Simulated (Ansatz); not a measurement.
# C2H7ClN2Si: what the fields show

The calculation's input:

```
crystal:
  periodic: [false, false, false]
  atoms:
    - { symbol: C, position_ang: [-1.7818, -1.5598, -0.1911] }
    - { symbol: "N", position_ang: [-0.881, -0.705, -0.4933] }
    - { symbol: C, position_ang: [0.1089, -0.5731, 0.5544] }
    - { symbol: Si, position_ang: [1.1007, 1.0942, 0.4087] }
    - { symbol: "N", position_ang: [1.2072, 1.5209, -1.2455] }
    - { symbol: Cl, position_ang: [-0.0701, 2.546, 1.3552] }
    - { symbol: H, position_ang: [-1.8637, -2.0762, 0.7481] }
    - { symbol: H, position_ang: [-2.607, -1.6635, -0.9319] }
    - { symbol: H, position_ang: [0.8826, -1.3593, 0.488] }
    - { symbol: H, position_ang: [-0.2906, -0.6565, 1.595] }
    - { symbol: H, position_ang: [2.3605, 1.0364, 1.0507] }
    - { symbol: H, position_ang: [2.17478, 1.48921, -1.47942] }
    - { symbol: H, position_ang: [0.87407, 2.53231, -1.33881] }
basis:
  gaussian: { orbitals: def2-SVP }
hamiltonian:
  xc: pbe0
relax:
  f_tol: 0.015
  max_steps: 40
output:
  orbitals: {}
```

Command:

```sh
ansatz run input.yaml --threads 2 --pin off --max-ram 3072MiB --backend cpu --events-out ev --progress --plain --runs-dir out
```

The fields are those of the relaxed geometry.

Theory: Ansatz 0.2.0, RKS PBE0/def2-SVP.

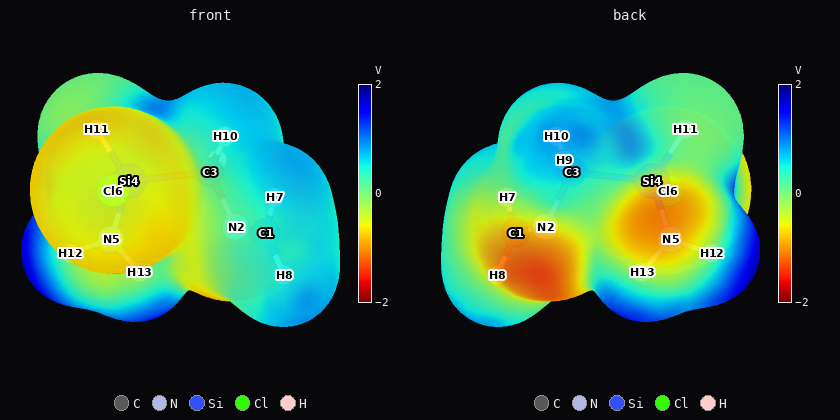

Figure 1. The electrostatic potential painted on the density surface at 0.002 e/bohr³, seen from the front and from behind; red is negative and blue positive.

### Describe the electrostatic potential map.

The most negative region (about −1.4 V, or −32 kcal/mol for a unit charge) lies over N2, the most positive (about +1.7 V, or +39 kcal/mol for a unit charge) over H12. N2 is the likeliest acceptor of a hydrogen bond.

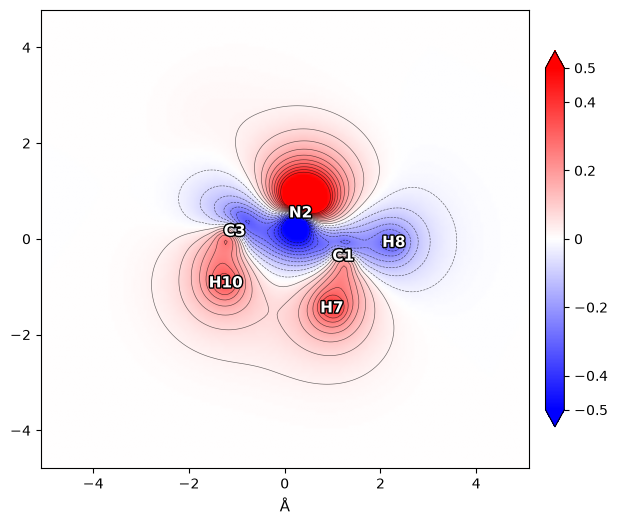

Figure 2. The HOMO on the plane of atoms N2, C1 and H7 (values in Å⁻³ᐟ²; the overall sign is arbitrary).

### Describe this orbital and give its energy.

By Hirshfeld shares it lies mainly on N2 (about 50 %), N5 (about 10 %), C1 (about 10 %) and C3 (about 10 %). Its energy is −7.39 eV.

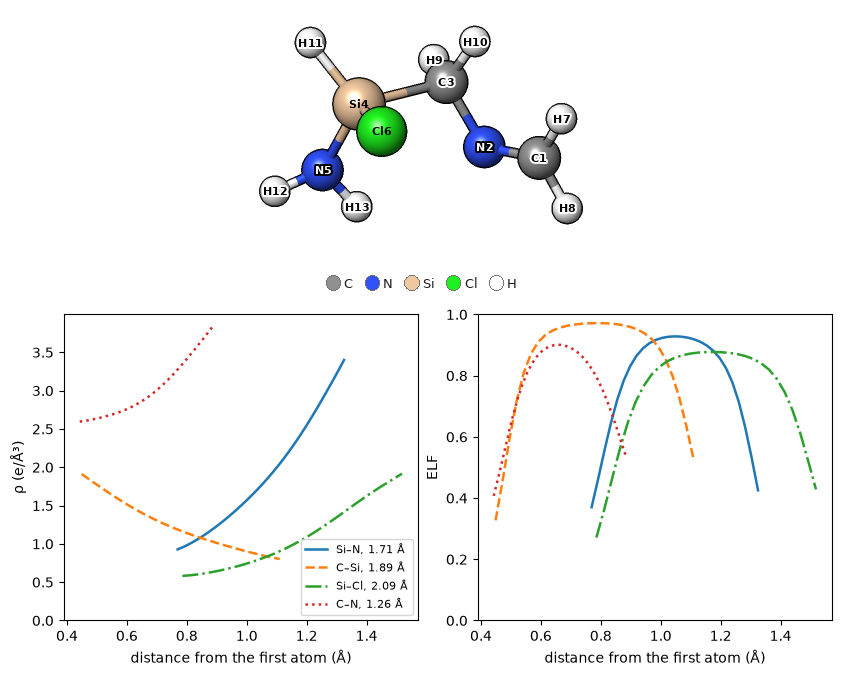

Figure 3. Total electron density and electron localisation function along straight lines between neighbouring atoms. The curves leave out the atomic cores. The structure is drawn too.

### Compare the contacts.

Si–N (1.71 Å): ρ at the midpoint is about 1.1 e/Å³; the ELF peaks at about 0.95 between the atoms (a shared but strongly polarised pair).
C–Si (1.89 Å): ρ is about 0.96 e/Å³ halfway; the ELF peaks at about 1 between the atoms (a covalent bond).
Si–Cl (2.09 Å): ρ at the midpoint is about 0.8 e/Å³; the ELF peaks at about 0.90 between the atoms: a polar covalent bond.
C–N (1.26 Å): ρ at the midpoint is about 2.8 e/Å³; the ELF peaks at about 0.90 between the atoms: a short, multiple covalent bond.

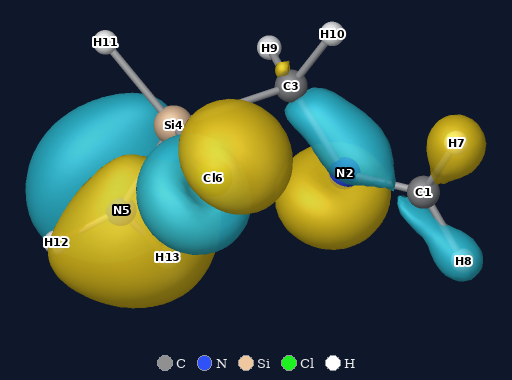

Figure 4. The HOMO−1 at ±0.1 Å⁻³ᐟ² (yellow and cyan are the two phases), seen at a tilt.

### Describe this orbital and give its energy.

Its weight (Hirshfeld) is mainly on N5 (about 55 %), Cl6 (about 15 %) and N2 (about 10 %). Its energy is −7.68 eV.
